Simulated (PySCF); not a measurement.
**C$_{2}$H$_{5}$FO$_{2}$Si: density, localisation and related maps**

Input file:

```
{"job": {"kind": "nmr", "xc": "PBE0", "basis": "pcSseg-1"}, "charge": 0, "multiplicity": 1}
C     -1.992159     0.154361     0.134486
O     -0.602411     0.463242     0.148904
C      0.245239    -0.509142    -0.196000
O     -0.109075    -1.613906    -0.526138
Si     2.046045     0.144347    -0.105922
F      2.168939     0.913653     1.300321
H     -2.200584    -0.666289     0.823622
H     -2.299606    -0.143454    -0.870154
H     -2.511001     1.057596     0.444166
H      2.991457    -0.954474    -0.054801
H      2.268579     1.156736    -1.124447
```

Command:

```sh
OMP_NUM_THREADS=1 python probes_run.py task.json out
```

Geometry: GFN2-xTB.

Theory: PBE0/pcSseg-1, SCF density, gas phase, non-relativistic (PySCF).

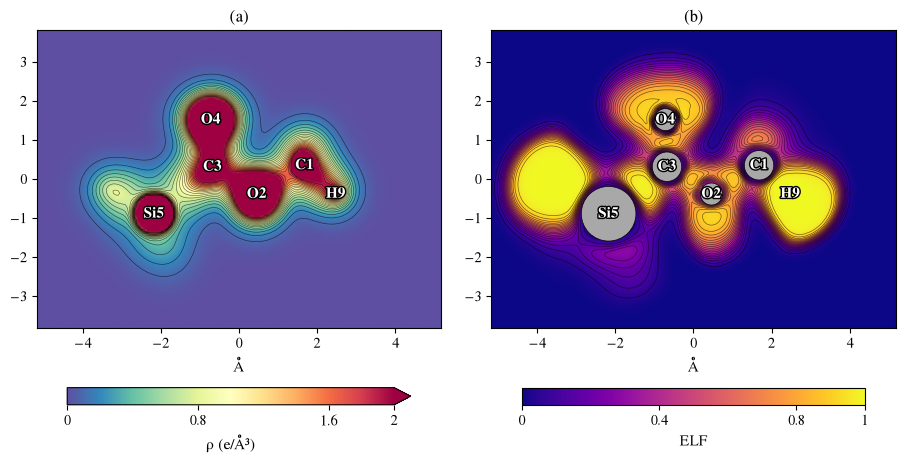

Figure 1. (a) total electron density; (b) electron localisation function on the plane of atoms O4, C3 and Si5. Grey discs cover the atomic cores in the ELF map.

Question: Interpret the plot.

Answer: The plane passes through C, O, Si and H nuclei.
C–O (1.21 Å): ρ is about 3.3 e/Å³ halfway; the ELF peaks at about 0.85 between the atoms (a multiple bond).
C–Si (1.92 Å): ρ is about 0.95 e/Å³ halfway; the ELF peaks at about 1 between the atoms, as expected for localised, covalent bonding.
C–H (1.09 Å): ρ is about 2.1 e/Å³ halfway; the ELF climbs to about 1 towards the hydrogen, as it does in any bond to H: an ordinary covalent bond to hydrogen.
C–O (1.34 Å): the density is about 2.5 e/Å³ at the midpoint; the ELF peaks at about 0.85 between the atoms; a shared but strongly polarised pair.
The ELF also peaks beside O2 and O4, away from the bonds: lone-pair regions.

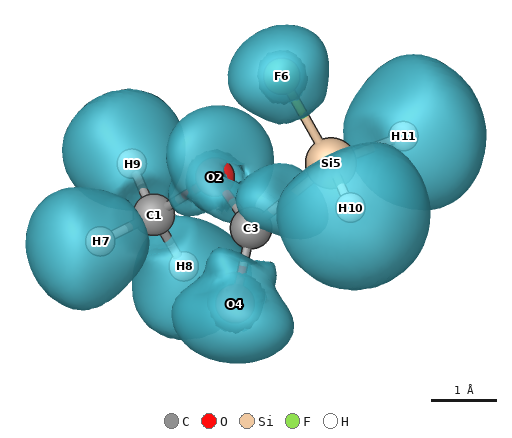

Figure 2. Isosurface of the electron localisation function at 0.75 (cyan), seen at an oblique angle. Only the valence region is drawn (cores and ρ < 0.01 e/Å³ removed).

Question: Where are the electrons localised?

Answer: The ELF exceeds this value in one region between bonded C–Si atoms (shared pairs), five regions around hydrogen nuclei, two regions on O in which the atom's valence shell and bonds are merged and one region wrapped around F (its lone pairs, merged into a ring or cap). Along the contacts the grid gives the following. Si–F (1.61 Å): the ELF peaks at about 0.85 in the valence shell of F, 0.6 Å from its nucleus, and is about 0.50 at the midpoint.

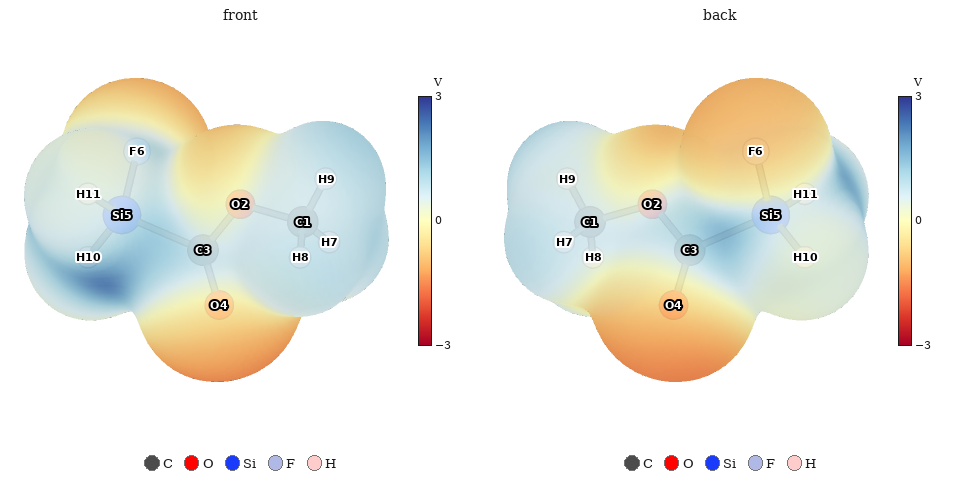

Figure 3. The molecular electrostatic potential painted on the density surface at 0.002 e/bohr³, seen from the front and from behind; red is negative and blue positive.

Question: Describe the electrostatic potential map.

Answer: The most negative region (about −1.5 V, or −35 kcal/mol for a unit charge) lies over O4, the most positive (about +2.2 V, or +51 kcal/mol for a unit charge) over Si5. O4 is the likeliest acceptor of a hydrogen bond.
